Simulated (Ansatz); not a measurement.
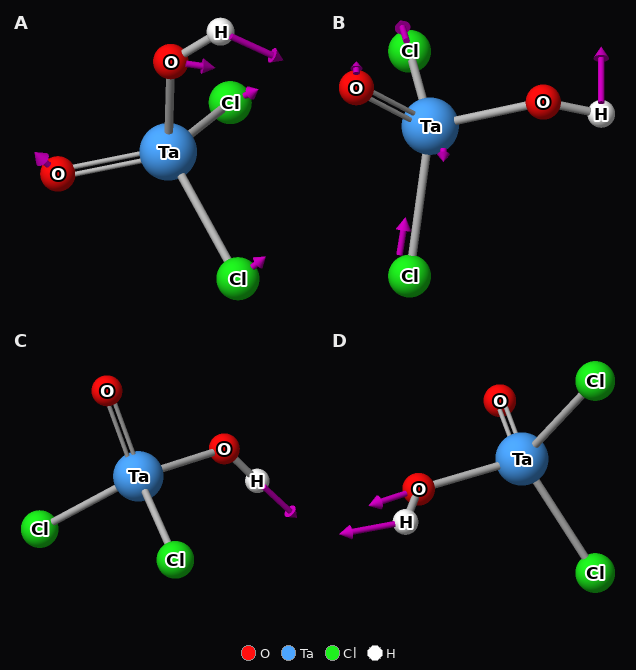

4 normal modes of one molecule or complex, as arrows. The species is neutral and a spin singlet. Harmonic vibrations computed with RKS PBE0-D4/def2-TZVP, core potentials on Ta (Ansatz 0.2.0) at a stationary point of the same level.

Match the panels to the wavenumbers 139 cm⁻¹, 412 cm⁻¹, 730 cm⁻¹, 3910 cm⁻¹.

A: 139 cm⁻¹, Cl–Ta–O bending
B: 412 cm⁻¹, out-of-phase stretching of 2 Ta–Cl bonds
C: 3910 cm⁻¹, O–H stretching
D: 730 cm⁻¹, Ta–O stretching
